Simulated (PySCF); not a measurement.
Input

```
{"job": {"kind": "nmr", "xc": "PBE0", "basis": "pcSseg-1"}, "charge": 0, "multiplicity": 1}
C      1.122935    -2.060336    -0.055449
Si    -0.030870    -0.595076     0.324428
Cl    -0.437757    -0.631561     2.327167
C      0.783532     1.068258    -0.100444
Si     2.486588     1.405342     0.679080
C     -1.701568    -0.827268    -0.577495
Si    -2.907435     0.627296    -0.459777
F     -2.246349     1.848575    -1.283666
H      2.013153    -2.021150     0.564696
H      0.633669    -3.011837     0.132659
H      1.443314    -2.055162    -1.092499
H      0.107440     1.869845     0.196851
H      0.874827     1.148407    -1.183248
H      2.928359     2.748570     0.291335
H      3.454841     0.422944     0.181172
H      2.404736     1.314853     2.136722
H     -2.188973    -1.718395    -0.183852
H     -1.505490    -1.029915    -1.630520
H     -4.159534     0.360197    -1.156524
H     -3.080567     1.147090     0.886329
```

Run with:

```sh
OMP_NUM_THREADS=1 python probes_run.py task.json out
```

Geometry: GFN2-xTB.

These are results of PySCF 2.14.0, PBE0/pcSseg-1, SCF density, gas phase, non-relativistic, not measurements.

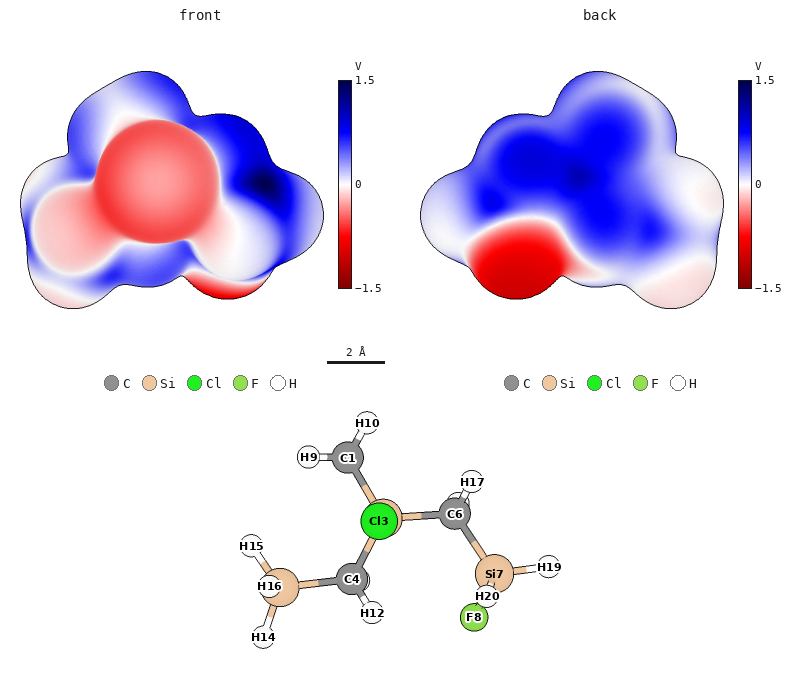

C₃H₁₂ClFSi₃. The electrostatic potential painted on the density surface at 0.001 e/bohr³, seen from the front and from behind; the colour scale runs from red (negative) to blue (positive). The bare structure is drawn below in the same view.

> Describe the electrostatic potential map.

The most negative region (about −1.0 V) lies over F8, the most positive (about +1.3 V) over Si7.

> What dipole moment does the calculation give?

Its dipole moment is 2.10 D.
